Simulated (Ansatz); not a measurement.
The reference is Se (space group P3_121, No. 152; a = 4.535 Å, c = 5.041 Å; made of chains).

Now apply this change: electron doping at 5.0×10^21 cm⁻³ (0.449 per cell), with a uniform compensating background at fixed cell and a 300 K Fermi–Dirac width.

Computed with plane-wave PAW DFT at the PBE level (Ansatz, an electronic-structure program, 420 eV), no spin-orbit coupling.

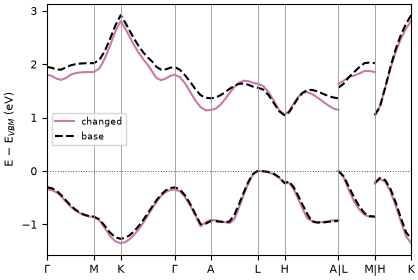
Highest valence and lowest conduction band along the path, each from its own valence-band maximum

The gap is 1.06 eV, indirect, L → H; the base has 1.04 eV.

Charged cell with a jellium background: band edges are those of the host's band count, energies are not comparable with the neutral cell, and many-body gap narrowing is missing. No phonon test of stability was made. No dispersion term is included, though the crystal is made of layers, chains or molecules, so its spacings can come out too wide.
